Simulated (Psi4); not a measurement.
# B2H5F (diborane mono F) at PBE/def2-SVP (density fitting with cc-pvtz-jkfit, sweep point 4)

What is the vertical ionisation energy of B2H5F (diborane mono F) at PBE/def2-SVP (density fitting with cc-pvtz-jkfit, sweep point 4)? Input form: a Python script.

The calculation is run with Psi4 1.11.

## 1. Starting point

B2H5F has 8 atoms, charge 0, and is taken as a singlet. Geometry: relaxed at GFN2-xTB.

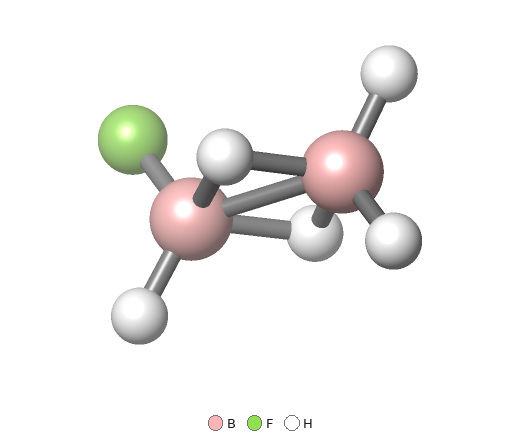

The structure, seen from a chosen angle (boron pink, fluorine green, hydrogen white).

## 2. A single-point energy at PBE/def2-SVP (density fitting with cc-pvtz-jkfit, sweep point 4)

Contents of b2fh5.py:

```python
import psi4

psi4.set_memory('1600 MB')
psi4.set_num_threads(1)
psi4.core.set_output_file('b2fh5.out', False)

mol = psi4.geometry("""
0 1
B     -0.132740     0.873720    -0.200550
F     -0.261260     1.211590    -1.488750
H     -0.202250     1.754750     0.574700
H      0.963800     0.091750    -0.022450
B      0.136330    -0.877150     0.242810
H      0.194480    -1.712330    -0.575730
H      0.248600    -1.176790     1.369710
H     -0.946950    -0.165540     0.100260
symmetry c1
""")

psi4.set_options({
    'basis': 'def2-SVP',
    'puream': True,
    'scf_type': 'df',
    'dft_radial_points': 99,
    'dft_spherical_points': 590,
    'df_basis_scf': 'cc-pvtz-jkfit',
})

energy_value = psi4.energy('PBE')
print(f'PBE energy: {energy_value:.10f} Eh')
```

Launch:

```sh
$ python b2fh5.py
```

b2fh5.out:

```text
[...]
  Running in c1 symmetry.
[...]
  Nuclear repulsion =   63.204315823451680
[...]
  Multiplicity = 1
[...]
  Nalpha       = 12
  Nbeta        = 12
[...]
    Number of basis functions: 67
[...]
   @DF-RKS iter   1:  -152.10175472471408   -3.16172e-01   7.06302e-03 ADIIS/DIIS
[...]
   @DF-RKS iter   8:  -152.26077982817864   -2.52045e-08   5.72326e-07 DIIS
[...]
    Orbital Energies [Eh]
    ---------------------
    Doubly Occupied:
       1A    -24.268199     2A     -6.598040     3A     -6.529523
       4A     -1.087654     5A     -0.603430     6A     -0.472042
       7A     -0.426572     8A     -0.415335     9A     -0.381786
      10A     -0.341746    11A     -0.315248    12A     -0.303383
[...]
  @DF-RKS Final Energy:  -152.26077982817864
   => Energetics <=
    Nuclear Repulsion Energy =             63.2043158234516795
    One-Electron Energy =                -332.9872456601333397
    Two-Electron Energy =                 137.7581021318987382
    DFT Exchange-Correlation Energy =     -20.2359521233957196
    Empirical Dispersion Energy =           0.0000000000000000
    VV10 Nonlocal Energy =                  0.0000000000000000
    Total Energy =                       -152.2607798281786415
[...]
 Multipole Moments:
 ------------------------------------------------------------------------------------
     Multipole            Electronic (a.u.)      Nuclear  (a.u.)        Total (a.u.)
 ------------------------------------------------------------------------------------
 L = 1.  Multiply by 2.5417464519 to convert [e a0] to [Debye]
 Dipole X            :         -0.6547602            0.6706130            0.0158527
 Dipole Y            :          3.1377041           -3.1401879           -0.0024838
 Dipole Z            :         -3.5260392            3.7714057            0.2453665
 Magnitude           :                                                    0.2458906
[...]
```

On the terminal:

```text
PBE energy: -152.2607798282 Eh
```

It took 12 s on 1 thread of Intel Xeon Platinum 8259CL at 2.50GHz (Skylake/Cascade Lake), shared host; peak memory 1 GiB.

## 3. The doublet cation, same level

Contents of job.py:

```python
import psi4

psi4.set_memory('1600 MB')
psi4.set_num_threads(1)
psi4.set_output_file('psi4.out', False)

geom = psi4.geometry("""
1 2
B     -0.132740     0.873720    -0.200550
F     -0.261260     1.211590    -1.488750
H     -0.202250     1.754750     0.574700
H      0.963800     0.091750    -0.022450
B      0.136330    -0.877150     0.242810
H      0.194480    -1.712330    -0.575730
H      0.248600    -1.176790     1.369710
H     -0.946950    -0.165540     0.100260
symmetry c1
""")

options = {'reference': 'uks', 'puream': True, 'scf_type': 'df', 'dft_radial_points': 99, 'dft_spherical_points': 590, 'df_basis_scf': 'cc-pvtz-jkfit', 'maxiter': 150}
psi4.set_options(options)

E = psi4.energy("pbe/def2-SVP", molecule=geom)
print(f'pbe/def2-SVP energy: {E:.10f} Eh')
```

Launch:

```sh
$ python job.py
```

psi4.out:

```text
[...]
  Running in c1 symmetry.
[...]
  Nuclear repulsion =   63.204315823451680
[...]
  Multiplicity = 2
[...]
  Nalpha       = 12
  Nbeta        = 11
[...]
    Number of basis functions: 67
[...]
   @DF-UKS iter   1:  -151.61913644228233    1.66446e-01   7.61897e-03 DIIS/ADIIS
[...]
   @DF-UKS iter  21:  -151.82472601610763   -5.17592e-08   9.36459e-08 DIIS
[...]
   @S^2 Observed:                7.524111227E-01
[...]
    Orbital Energies [Eh]
    ---------------------
    Alpha Occupied:
       1A    -24.556313     2A     -6.883136     3A     -6.820183
       4A     -1.365865     5A     -0.877844     6A     -0.748486
       7A     -0.702654     8A     -0.689009     9A     -0.671159
      10A     -0.605374    11A     -0.605265    12A     -0.591739
    Alpha Virtual:
      13A     -0.320451    14A     -0.208946    15A     -0.178699
      16A     -0.154860    17A     -0.098280    18A     -0.081161
      19A     -0.071710    20A     -0.038479    21A     -0.015399
      22A      0.001554    23A      0.019313    24A      0.054333
      25A      0.072054    26A      0.131465    27A      0.142038
[...]
  @DF-UKS Final Energy:  -151.82472601610763
   => Energetics <=
    Nuclear Repulsion Energy =             63.2043158234516795
    One-Electron Energy =                -326.3434164866799847
    Two-Electron Energy =                 131.1842988628596345
    DFT Exchange-Correlation Energy =     -19.8699242157389584
    Empirical Dispersion Energy =           0.0000000000000000
    VV10 Nonlocal Energy =                  0.0000000000000000
    Total Energy =                       -151.8247260161076326
[...]
 Multipole Moments:
 ------------------------------------------------------------------------------------
     Multipole            Electronic (a.u.)      Nuclear  (a.u.)        Total (a.u.)
 ------------------------------------------------------------------------------------
 L = 1.  Multiply by 2.5417464519 to convert [e a0] to [Debye]
 Dipole X            :         -0.4830711            0.6706130            0.1875419
 Dipole Y            :          2.3376497           -3.1401879           -0.8025382
 Dipole Z            :         -2.5480149            3.7714057            1.2233908
 Magnitude           :                                                    1.4751016
[...]
```

Standard output:

```text
pbe/def2-SVP energy: -151.8247260161 Eh
```

It took 38 s on 1 thread of Intel Xeon Platinum 8259CL at 2.50GHz (Skylake/Cascade Lake), shared host; peak memory 1 GiB.

## 4. Results

Level: PBE/def2-SVP (density fitting with cc-pvtz-jkfit, sweep point 4).

| quantity | value |
| --- | --- |
| singlet B2H5F: total energy | -152.26078 Eh |
| singlet B2H5F: dipole moment | 0.62 D |
| singlet B2H5F: HOMO energy | -8.26 eV |
| singlet B2H5F: LUMO energy | -1.65 eV |
| singlet B2H5F: HOMO–LUMO gap | 6.61 eV |
| doublet cation: total energy | -151.82473 Eh |
| doublet cation: HOMO energy (highest over α and β) | -15.58 eV |
| doublet cation: LUMO energy (lowest over α and β) | -15.45 eV |
| doublet cation: ⟨S²⟩ | 0.752 |
| vertical ionisation energy (to the doublet cation) | 11.866 eV |

What this shows: Removing an electron at fixed nuclei costs 11.87 eV (274 kcal/mol). The negative HOMO energy of the first species, 8.26 eV, lies 3.61 eV below that difference.
